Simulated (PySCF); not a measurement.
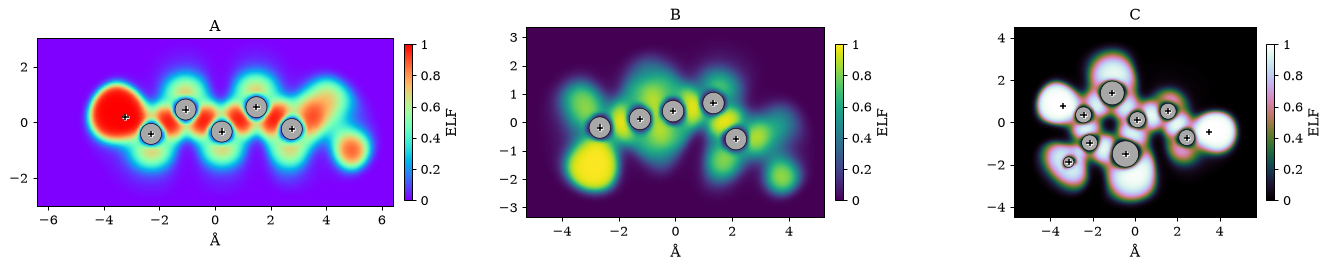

The ELF of 3 systems, each on a plane through atoms (crosses mark nuclei in the plane; grey discs cover the cores).

Method: PySCF 2.14.0, PBE0/pcSseg-1, SCF density, gas phase, non-relativistic.

System 1: C7H10FPS (SMILES CC(C)(C)c1pc(F)cs1), the plane of atoms C7, C9 and S10. Geometry: GFN2-xTB.

```
atom    x (Å)    y (Å)    z (Å)
   C  -1.5525   1.0929  -0.4824
   C  -0.8261  -0.1721  -0.0080
   C  -1.2378  -0.4952   1.4337
   C  -1.1955  -1.3436  -0.9177
   C   0.6606   0.0606  -0.0583
   P   1.7620  -0.8630  -0.9920
   C   3.1446   0.0990  -0.4284
   F   4.3881  -0.1847  -0.8613
   C   2.9355   1.1174   0.4378
   S   1.3068   1.3560   0.8957
   H  -1.3498   1.9254   0.1878
   H  -2.6258   0.9208  -0.5065
   H  -1.2229   1.3648  -1.4831
   H  -2.3088  -0.6743   1.4853
   H  -0.7193  -1.3856   1.7830
   H  -0.9916   0.3313   2.0970
   H  -2.2674  -1.5217  -0.8808
   H  -0.6830  -2.2497  -0.6002
   H  -0.9145  -1.1310  -1.9474
   H   3.6922   1.7635   0.8430
```

System 2: C5H7N (SMILES [H]/N=C/CC#CC), the plane of atoms C3, C4 and C5. Geometry: GFN2-xTB.

```tsv
atom	x (Å)	y (Å)	z (Å)
C	2.8130	0.1078	-0.3955
C	1.4037	-0.2170	-0.3429
C	0.2420	-0.5089	-0.3113
C	-1.1758	-0.8177	-0.2571
C	-1.9623	0.3960	0.1328
N	-2.9523	0.7478	-0.5489
H	3.1235	0.2541	-1.4298
H	3.0047	1.0236	0.1634
H	3.4001	-0.7010	0.0391
H	-1.5277	-1.1789	-1.2258
H	-1.3413	-1.5981	0.4944
H	-1.5896	0.9134	1.0291
H	-3.4424	1.5793	-0.2263
```

System 3: C6H12 (SMILES C=CCCCC), the plane of atoms C5, C6 and H17. Geometry: PBE0-D3(BJ)/def2-SVP.

```xyz
18

C    -3.2529    0.3262    0.1776
C    -2.1954    0.0523   -0.5872
C    -0.9491   -0.6365   -0.1305
C     0.3024    0.2290   -0.2693
C     1.5789   -0.4736    0.1726
C     2.8211    0.3929    0.0412
H    -3.2813    0.0373    1.2338
H    -4.1296    0.8451   -0.2193
H    -2.2114    0.3636   -1.6406
H    -0.8065   -1.5586   -0.7246
H    -1.0652   -0.9587    0.9183
H     0.1661    1.1544    0.3177
H     0.4088    0.5541   -1.3204
H     1.4650   -0.8035    1.2205
H     1.7060   -1.3982   -0.4183
H     2.7360    1.3070    0.6508
H     3.7268   -0.1409    0.3672
H     2.9789    0.7090   -1.0027
```

Question: Match each panel to its system.

Answer: Panel A is system 3, C6H12: the plane holds C and H. C–H (1.10 Å): the ELF climbs to about 1 towards the hydrogen, as it does in any bond to H (an ordinary covalent bond to hydrogen). Panel B is system 2, C5H7N: the plane holds C. C–C (1.20 Å): the ELF peaks at about 0.85 between the atoms; a short, multiple covalent bond. Panel C is system 1, C7H10FPS: the plane holds C, P, F, S and H. C–F (1.35 Å): the ELF peaks at about 0.85 between the atoms: a polar covalent bond.
